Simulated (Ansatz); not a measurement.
## Fields on a plane of TiS2 (CdI2 type)

```xyz
3
Lattice="3.2980 0.0000 0.0000 -1.6490 2.8562 0.0000 0.0000 0.0000 5.3406" Properties=species:S:1:pos:R:3 pbc="T T T"
Ti     0.0000     0.0000     0.0000
S      0.0000     1.9041     1.4352
S      1.6490     0.9521     3.9055
```

The slice is a (1 -1 0 0) plane (indices of the conventional cell) through the point (0.000, 0.000, 0.000) (fractional), spanned by u = [110] and v = [001] in vectors of this cell: u (3.30 Å) and v (5.34 Å, at 90° to u). It covers one period; positions are fractions (u, v).

Atoms on it: Ti at (0.00, 0.00). Other atoms lie within 1 Å of the plane.

All values below come from PBEsol-D3(BJ) (plane waves to 420 eV, PAW, scalar-relativistic; Ansatz, an electronic-structure program). k mesh 16×16×9. Near the nuclei the fields are pseudised (PAW); where an atom keeps semicore shells as valence, they peak there. TiS2 is run without spin polarisation. TiS2 was relaxed with its symmetry unable to fall.

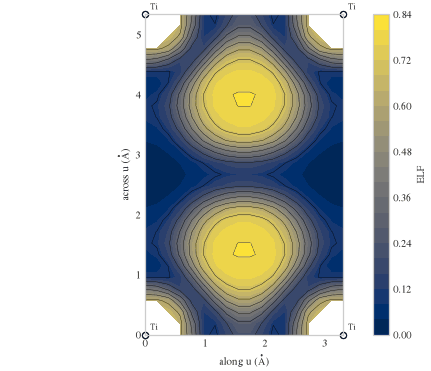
*Electron localisation function (ELF), one period of the plane, atoms marked. Points within 0.5 Å of a nucleus are left white, as the pseudised field means little there.*

```
v \ u  0.00  0.12  0.24  0.35  0.47  0.59  0.71  0.82  0.94
-----  ----  ----  ----  ----  ----  ----  ----  ----  ----
0.96      x     x     x   1.3   5.7   4.4     x     x     x
0.86      x     x  <1.0   3.5   4.2   4.1   2.0     x     x
0.75    4.6   5.2   5.4   2.7     x  <1.0   4.4   5.5   4.8
0.64    9.0   8.8   7.9   5.4   3.0   3.9   6.8   8.5   9.0
0.54    9.8   9.7   9.3   8.7   8.1   8.3   9.0   9.6   9.8
0.43    9.7   9.6   9.0   8.0   7.1   7.4   8.5   9.4   9.7
0.32    8.2   8.1   7.1   4.0     x   2.0   5.8   7.8   8.2
0.21   <1.0   2.3   4.1   3.0  <1.0   1.6   4.0   3.4   1.3
0.11      x     x     x   3.0   5.3   4.6  <1.0     x     x
0.00      x     x     x   1.0   5.7   4.3     x     x     x
```

Values: electrostatic potential energy of an electron, from the cell's mean, in eV. Points within 1 Å of a nucleus are blanked (x), as the pseudised field means little there. Values under 1 eV are set to 1. The zero, the cell's mean, hangs on the PAW cores.
